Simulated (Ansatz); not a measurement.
## Abstraction of Cl: CH3Cl + BCl2 → CH3 + BCl3

Species: CH3Cl (chloromethane) `CCl`, singlet; BCl2 `Cl[B]Cl`, doublet; CH3 (methyl radical) `[CH3]`, doublet; BCl3 `ClB(Cl)Cl`, singlet. A radical takes Cl: the energy is the difference in strength between the C–Cl bond broken and the B–Cl bond made.

Shapes, held fixed at every level: PBE0-D4/def2-TZVP. Programs: Ansatz 0.2.0. The zero-point and thermal change to 298 K, harmonic and unscaled (PBE0-D4/def2-TZVP), is -10.1 kJ/mol.

```tsv
level	kind	ΔH(298 K) (kJ/mol)	less CCSD(T)/CBS estimate
HF/def2-SVP	Hartree–Fock	-173.8	-28.4
SPW92/def2-TZVPP	LDA	-128.4	+17.0
PBE-D4/def2-TZVPP	GGA	-134.6	+10.8
r2SCAN-D4/def2-TZVPP	meta-GGA	-148.3	-2.9
B3LYP-D4/def2-TZVPP	global hybrid	-144.4	+1.0
PBE0-D4/def2-TZVPP	global hybrid	-141.6	+3.8
CCSD/def2-SVP	coupled cluster or CI	-166.9	-21.5
CCSD(T)/CBS estimate	coupled cluster or CI	-145.4	0.0
```

The highest level, CCSD(T)/CBS estimate, gives ΔH(298 K) = -145.4 kJ/mol; the levels span -173.8 to -128.4. The column of differences is taken from that level and isn't an error. No measured value is set beside it here. Open shells run unrestricted. The CBS estimate extrapolates MP2 from def2-TZVPP and def2-QZVPP and adds CCSD(T) − MP2 in the triple-zeta set, cores frozen.

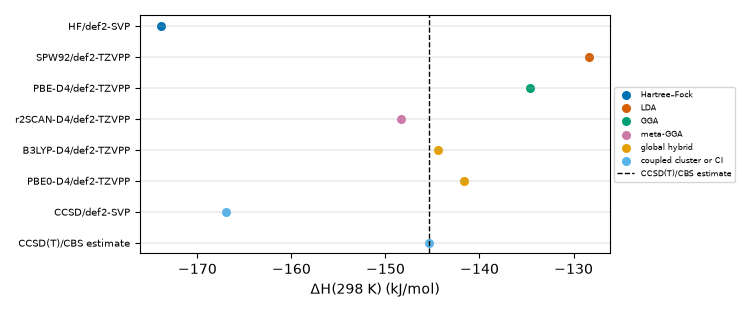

The values of the table, level by level.
